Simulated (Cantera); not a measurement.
A closed system holds: 1 mol Ti, 7.5 mol H2O, 49 mol H2, equilibrated at 13.0 Pa.

Method: chemical equilibrium by Gibbs-energy minimisation in Cantera with the NASA 1993 tables (ideal gas, pure condensed phases). Candidate condensed phases: H2O, Ti, TiO, TiO2, Ti2O3, Ti3O5, Ti4O7; 12 gas species. Condensed phases not in the tables: Magnéli phases beyond Ti4O7. The numbers say what is thermodynamically allowed, not how fast it happens.

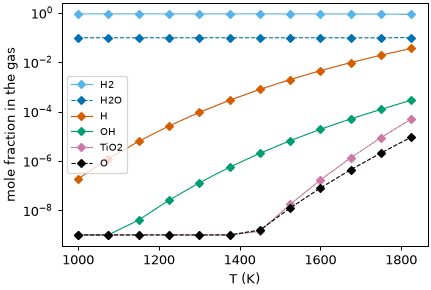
Fig. 1. Equilibrium gas composition (values under 1e-9 drawn at 1e-9)

From 1000 K to 1750 K the condensed part is TiO2(rutile). At 1825 K the condensed part is Ti4O7(s).
